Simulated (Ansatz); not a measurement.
Start from BN in the zinc blende structure (space group F-43m, No. 216; a = 3.6247 Å). Axes: x, y, z lie along the cube axes.

Modification: uniaxial stress, 0.5 GPa compression along x; all other stress components relax to zero.

Computed with Ansatz (a program for electronic structure), PBE, PAW, cutoff 420 eV, no SOC.

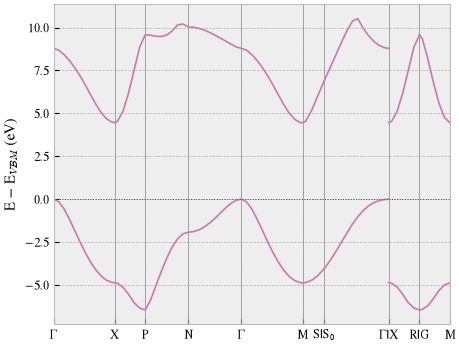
Fig. 1. Highest valence and lowest conduction band along the path of the changed cell's own zone

Question: Read the changed gap and its character from the plot.

Answer: About 4.4 eV, indirect, Γ → M.

Load acts through the strain it causes; cell and atoms are relaxed under it. Beyond what the load breaks, stability against distortions was not tested. k-point labels follow each cell's own Brillouin zone.
